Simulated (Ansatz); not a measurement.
# F₄Hf (SMILES [F][Hf]([F])([F])[F]): what the fields show

```xyz
5

F    -0.9027   -0.1436    1.6574
F     1.6425   -0.9893    0.0856
F    -1.0829   -0.7390   -1.3883
F     0.3830    1.8130   -0.3877
Hf    0.0100   -0.0147   -0.0082
```

Geometry: PBE0-D4/def2-SVP; core potentials replace the inner electrons of Hf.

Theory: isolated molecule in a Gaussian basis; Kohn-Sham density functional theory, functional PBE0 (Ansatz).

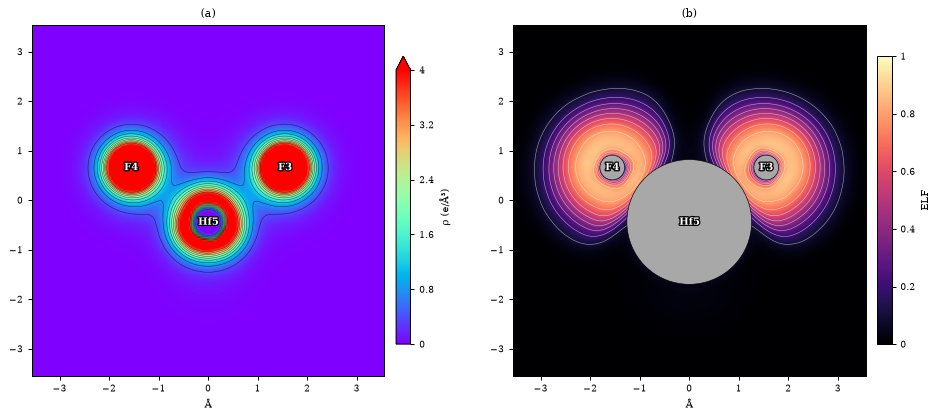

Figure 1. (a) electron density; (b) electron localisation function on the plane of atoms F3, Hf5 and F4. Grey discs cover the atomic cores in the ELF map.

What does the map show?

Atoms in the plane: F and Hf. Hf–F (1.90 Å): the density is about 0.92 e/Å³ at the midpoint; the ELF peaks at about 0.80 in the valence shell of F, 0.5 Å from its nucleus, and drops to about 0.20 between the two atoms.

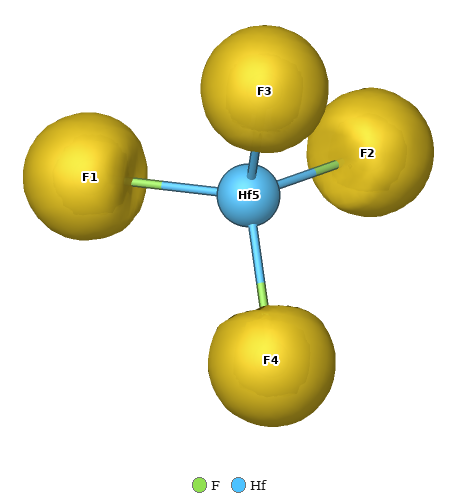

Figure 2. Isosurface of the electron localisation function at 0.8 (yellow), seen at an oblique angle. Only the valence region is drawn (cores and ρ < 0.01 e/Å³ removed).

What do the ELF domains correspond to?

At this value the surface marks out four regions wrapped around F (the valence shell of each).

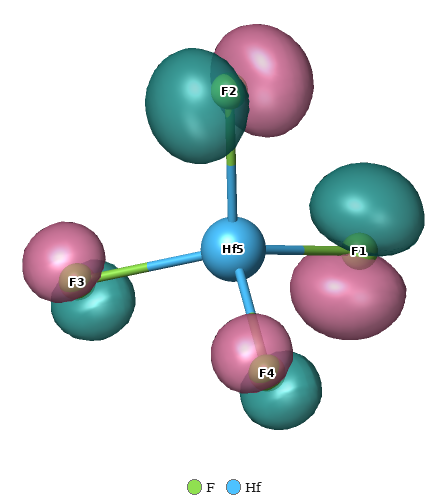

Figure 3. The HOMO at ±0.2 Å⁻³ᐟ² (teal and pink are the two phases), seen at an oblique angle.

What is the character of this orbital?

Its weight (Hirshfeld) is mainly on F1 (about 35 %), F2 (about 35 %), F3 (about 10 %) and F4 (about 10 %); largely a combination of lone pairs on F1, F2, F3 and F4. It is one of a degenerate set, so its orientation is arbitrary. Its energy is −12.20 eV.
